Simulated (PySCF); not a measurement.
Si(Et)(OH)3, C2H8O3Si, SMILES CC[Si](O)(O)O at its CAM-B3LYP/def2-SVP optimised geometry (Å):

```
14

C     -1.0038    -1.8999    -1.6609
C     -1.4595    -0.4474    -1.4969
Si    -0.7371     0.3888     0.0000
O     -1.0799    -0.4064     1.4094
O     -1.3518     1.9294     0.0000
O      0.9170     0.3888     0.0000
H     -1.2847    -2.5041    -0.7849
H      0.0914    -1.9635    -1.7512
H     -1.4433    -2.3731    -2.5519
H     -2.5597    -0.3889    -1.4306
H     -1.1959     0.1473    -2.3886
H     -2.0093    -0.5146     1.6323
H     -1.0671     2.5041     0.7194
H      1.3518     0.8043    -0.7507
```

Method: CAM-B3LYP/def2-TZVP (PySCF). Cells within 0.4 Å of a nucleus heavier than hydrogen are left out (blank, or x).

Map of the HOMO−1 amplitude (bohr^(-3/2)), clipped to [-0.25, 0.25] on the plane z = 0.0 Å; orbital energy -10.33 eV, overall sign arbitrary:

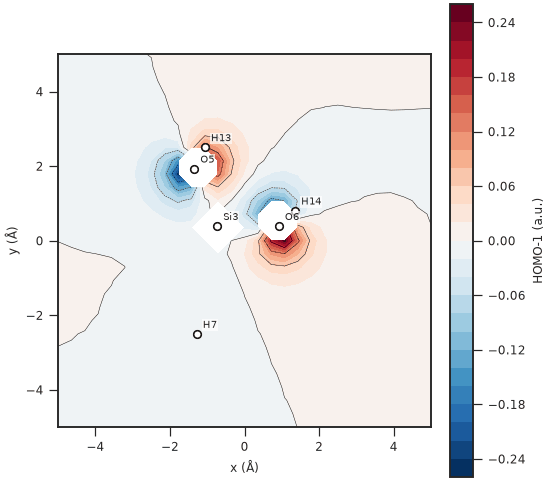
Figure: HOMO−1 amplitude (bohr^(-3/2)), clipped to [-0.25, 0.25] on the plane z = 0.0 Å.
